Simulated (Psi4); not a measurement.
# doublet [C4H8]+ at 3 levels

Wanted: a comparison of 3 runs (U-wB97X/def2-SVP, UCAM-B3LYP/def2-SVP, UM06-2X/def2-SVP) of doublet [C4H8]+. 

The results are computed with Psi4 1.11.

### 1 The molecule

[C4H8]+ has 12 atoms, charge +1, and is taken as a doublet. SMILES of the parent species: `CC1CC1`. The coordinates come from a PBE0-D4/def2-TZVP relaxation. That shape belongs to the parent species and isn't relaxed for this state.

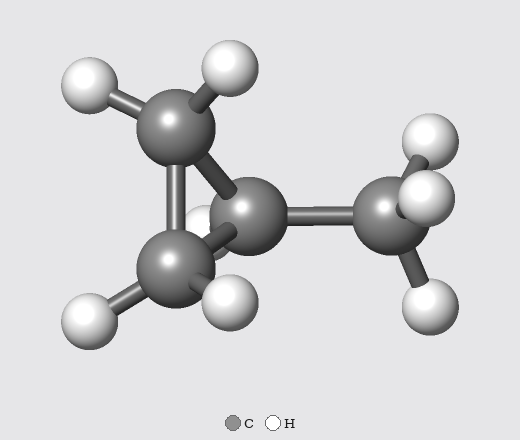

Viewed from a chosen angle; carbon grey, hydrogen white.

### 2 A single-point energy at U-wB97X/def2-SVP (run 1)

Contents of c4h8.dat:

```
memory 1.6 GB

molecule m {
  1 2
  C
  C 1 1.501305
  C 2 1.497074 1 120.04719
  C 2 1.497075 3 60.15958 1 109.58168
  H 1 1.093668 2 111.41888 3 155.10302
  H 1 1.093609 5 107.89378 2 -122.61779
  H 1 1.093613 6 107.62944 5 115.88482
  H 2 1.085792 3 115.50332 4 106.03592
  H 3 1.08295 2 118.70209 8 -1.73886
  H 3 1.083915 9 114.34992 4 -145.26908
  H 4 1.083983 2 117.42634 8 146.19415
  H 4 1.082846 11 114.3461 2 145.95944
  units angstrom
  symmetry c1
}

set {
  basis                def2-SVP
  reference            uks
  puream               true
  e_convergence        1e-09
  d_convergence        1e-08
  scf_type             pk
  dft_radial_points    99
  dft_spherical_points 590
  maxiter              200
}

e = energy('wb97x')
```

The run is started by

```
$ psi4 -n 1 c4h8.dat c4h8.out
```

c4h8.out:

```text
[...]
  Running in c1 symmetry.
[...]
  Nuclear repulsion =  124.789242487152407
[...]
  Multiplicity = 2
[...]
  Nalpha       = 16
  Nbeta        = 15
[...]
    Number of basis functions: 96
[...]
   @UKS iter   1:  -156.59980041133977    1.15968e-01   3.73935e-03 ADIIS/DIIS
[...]
   @UKS iter  15:  -156.68221261552395   -1.13687e-12   4.32777e-09 DIIS
[...]
   @S^2 Observed:                7.527750678E-01
[...]
    Orbital Energies [Eh]
    ---------------------
    Alpha Occupied:
       1A    -10.580481     2A    -10.539593     3A    -10.539489
       4A    -10.489283     5A     -1.281113     6A     -1.076468
       7A     -0.979846     8A     -0.942543     9A     -0.868595
      10A     -0.820535    11A     -0.765779    12A     -0.729715
      13A     -0.712836    14A     -0.701330    15A     -0.666462
      16A     -0.655955
    Alpha Virtual:
      17A     -0.040431    18A     -0.028473    19A     -0.024722
      20A      0.010499    21A      0.020878    22A      0.036851
      23A      0.047516    24A      0.054600    25A      0.090306
[...]
  @UKS Final Energy:  -156.68221261552395
   => Energetics <=
    Nuclear Repulsion Energy =            124.7892424871524071
    One-Electron Energy =                -448.1782233864358318
    Two-Electron Energy =                 183.2855394799738633
    DFT Exchange-Correlation Energy =     -16.5787711962144151
    Empirical Dispersion Energy =           0.0000000000000000
    VV10 Nonlocal Energy =                  0.0000000000000000
    Total Energy =                       -156.6822126155239516
[...]
 Multipole Moments:
 ------------------------------------------------------------------------------------
     Multipole            Electronic (a.u.)      Nuclear  (a.u.)        Total (a.u.)
 ------------------------------------------------------------------------------------
 L = 1.  Multiply by 2.5417464519 to convert [e a0] to [Debye]
 Dipole X            :          0.0435607           -0.0018475            0.0417132
 Dipole Y            :          0.0611087           -0.0021762            0.0589325
 Dipole Z            :          1.3834009           -1.2581381            0.1252628
 Magnitude           :                                                    0.1445814
[...]
```

It took 39 s on 1 thread of Intel Xeon 6975P-C (Granite Rapids), shared host; peak memory 0.91 GiB.

### 3 The energy at UCAM-B3LYP/def2-SVP (run 2)

Contents of input.in:

```
memory 1600 MB

molecule system {
  1 2
  C
  C 1 1.501305
  C 2 1.497074 1 120.04719
  C 2 1.497075 3 60.15958 1 109.58168
  H 1 1.093668 2 111.41888 3 155.10302
  H 1 1.093609 5 107.89378 2 -122.61779
  H 1 1.093613 6 107.62944 5 115.88482
  H 2 1.085792 3 115.50332 4 106.03592
  H 3 1.08295 2 118.70209 8 -1.73886
  H 3 1.083915 9 114.34992 4 -145.26908
  H 4 1.083983 2 117.42634 8 146.19415
  H 4 1.082846 11 114.3461 2 145.95944
  units angstrom
  symmetry c1
  no_reorient
  no_com
}

set {
  basis def2-SVP
  reference uks
  puream true
  e_convergence 1e-09
  d_convergence 1e-08
  scf_type pk
  dft_radial_points 99
  dft_spherical_points 590
  maxiter 200
}

e, wfn = energy('cam-b3lyp', return_wfn=True)
oeprop(wfn, 'MULLIKEN_CHARGES', 'MAYER_INDICES', 'WIBERG_LOWDIN_INDICES', title='CAM-B3LYP')
```

The run is started by

```
$ psi4 input.in input.out -n 1
```

input.out:

```text
[...]
  Running in c1 symmetry.
[...]
  Nuclear repulsion =  124.789242487152393
[...]
  Multiplicity = 2
[...]
  Nalpha       = 16
  Nbeta        = 15
[...]
    Number of basis functions: 96
[...]
   @UKS iter   1:  -156.49496625495971    1.64734e-01   4.90164e-03 ADIIS/DIIS
[...]
   @UKS iter  15:  -156.62013259836246   -2.52953e-12   7.40230e-09 DIIS
[...]
   @S^2 Observed:                7.526268874E-01
[...]
  @UKS Final Energy:  -156.62013259836246
   => Energetics <=
    Nuclear Repulsion Energy =            124.7892424871523929
    One-Electron Energy =                -448.2222768186000508
    Two-Electron Energy =                 184.2357042620554921
    DFT Exchange-Correlation Energy =     -17.4228025289703154
    Empirical Dispersion Energy =           0.0000000000000000
    VV10 Nonlocal Energy =                  0.0000000000000000
    Total Energy =                       -156.6201325983624599
[...]
 Multipole Moments:
 ------------------------------------------------------------------------------------
     Multipole            Electronic (a.u.)      Nuclear  (a.u.)        Total (a.u.)
 ------------------------------------------------------------------------------------
 L = 1.  Multiply by 2.5417464519 to convert [e a0] to [Debye]
 Dipole X            :          0.0510767           -0.0018475            0.0492292
 Dipole Y            :          0.0716830           -0.0021762            0.0695067
 Dipole Z            :          1.3498626           -1.2581381            0.0917245
 Magnitude           :                                                    0.1251722
[...]
  Mulliken Charges: (a.u.)
   Center  Symbol    Alpha    Beta     Spin     Total
       1     C     2.97611  2.97576  0.00035  0.04813
       2     C     3.29859  2.85476  0.44383 -0.15335
       3     C     3.08270  2.89433  0.18837  0.02298
       4     C     3.08276  2.89424  0.18852  0.02300
       5     H     0.46524  0.39928  0.06596  0.13548
       6     H     0.46524  0.39928  0.06596  0.13547
       7     H     0.46186  0.46356 -0.00170  0.07458
       8     H     0.42029  0.43977 -0.01948  0.13994
       9     H     0.43616  0.41488  0.02128  0.14896
      10     H     0.43745  0.42462  0.01283  0.13793
      11     H     0.43743  0.42460  0.01284  0.13797
[...]
```

It took 42 s on 1 thread of Intel Xeon 6975P-C (Granite Rapids), shared host; peak memory 0.91 GiB.

### 4 A single-point energy at UM06-2X/def2-SVP (run 3)

Contents of job.in:

```
memory 1600 mb

molecule molecule1 {
  1 2
  C     -0.930100     1.036200    -0.440400
  C     -0.402900    -0.134500     0.337700
  C      1.045700    -0.195600     0.710600
  C      0.495500    -1.131900    -0.325100
  H     -1.829400     0.769600    -1.002800
  H     -1.181000     1.872900     0.217600
  H     -0.184100     1.390700    -1.157200
  H     -1.092100    -0.541300     1.071500
  H      1.317400    -0.603500     1.676300
  H      1.683100     0.612900     0.371600
  H      0.763100    -0.952500    -1.360100
  H      0.391900    -2.178100    -0.065700
  symmetry c1
  no_reorient
  no_com
}

set basis def2-SVP
set reference uks
set puream true
set e_convergence 1e-09
set d_convergence 1e-08
set scf_type pk
set dft_radial_points 99
set dft_spherical_points 590
set maxiter 200

e_tot, wfn = energy('m06-2x', return_wfn=True)
oeprop(wfn, 'MULLIKEN_CHARGES', 'WIBERG_LOWDIN_INDICES', 'QUADRUPOLE')
```

The run is started by

```
$ psi4 -n 1 job.in job.out
```

job.out:

```text
[...]
  Running in c1 symmetry.
[...]
  Nuclear repulsion =  124.789240527164395
[...]
  Multiplicity = 2
[...]
  Nalpha       = 16
  Nbeta        = 15
[...]
    Number of basis functions: 96
[...]
   @UKS iter   1:  -156.51217186230787    2.61052e-01   4.71715e-03 ADIIS/DIIS
[...]
   @UKS iter  15:  -156.62946393958009   -4.43379e-12   9.58588e-09 DIIS
[...]
   @S^2 Observed:                7.521775167E-01
[...]
  @UKS Final Energy:  -156.62946393958009
   => Energetics <=
    Nuclear Repulsion Energy =            124.7892405271643952
    One-Electron Energy =                -448.1505905194757133
    Two-Electron Energy =                 178.4350614886667472
    DFT Exchange-Correlation Energy =     -11.7031754359355222
    Empirical Dispersion Energy =           0.0000000000000000
    VV10 Nonlocal Energy =                  0.0000000000000000
    Total Energy =                       -156.6294639395800914
[...]
 Multipole Moments:
 ------------------------------------------------------------------------------------
     Multipole            Electronic (a.u.)      Nuclear  (a.u.)        Total (a.u.)
 ------------------------------------------------------------------------------------
 L = 1.  Multiply by 2.5417464519 to convert [e a0] to [Debye]
 Dipole X            :         -2.0764029            2.1129028            0.0364999
 Dipole Y            :          3.8977309           -4.1273508           -0.2296199
 Dipole Z            :         -2.5442860            2.7363234            0.1920374
 Magnitude           :                                                    0.3015558
 L = 2.  Multiply by 1.3450342976 to convert [e a0^2] to [Debye ang]
 Quadrupole XX       :       -104.5544732           90.9580749          -13.5963982
 Quadrupole XY       :         50.6829285          -52.4177107           -1.7347822
[...]
  Mulliken Charges: (a.u.)
   Center  Symbol    Alpha    Beta     Spin     Total
       1     C     3.00325  3.00565 -0.00240 -0.00891
       2     C     3.33370  2.87145  0.46225 -0.20515
       3     C     3.10083  2.91206  0.18876 -0.01289
       4     C     3.10086  2.91201  0.18885 -0.01287
       5     H     0.45258  0.38826  0.06431  0.15916
       6     H     0.45258  0.38828  0.06430  0.15915
       7     H     0.45118  0.45170 -0.00052  0.09713
       8     H     0.40721  0.43113 -0.02392  0.16166
       9     H     0.42373  0.40520  0.01853  0.17107
      10     H     0.42518  0.41452  0.01066  0.16030
      11     H     0.42517  0.41450  0.01067  0.16033
[...]
```

Wall time 68 s (1 thread of Intel Xeon 6975P-C (Granite Rapids), shared host); peak memory 0.86 GiB.

### 5 Overview of the runs

```tsv
run	level	energy (Eh)	HOMO energy (eV)	LUMO energy (eV)	⟨S²⟩	wall time
1	U-wB97X/def2-SVP	-156.682213	-17.49	-10.21	0.753	39 s
2	UCAM-B3LYP/def2-SVP	-156.620133	-16.42	-11.23	0.753	42 s
3	UM06-2X/def2-SVP	-156.629464	-16.24	-11.58	0.752	68 s
```

### 6 Outcome

| quantity | value |
| --- | --- |
| run 3: total energy | -156.62946 Eh |
| run 3: HOMO energy (highest over α and β) | -16.24 eV |
| run 3: LUMO energy (lowest over α and β) | -11.58 eV |
| run 3: ⟨S²⟩ | 0.752 |

Totals of different functionals can't be ranked against each other. All runs together took 2.5 min, the longest 68 s.
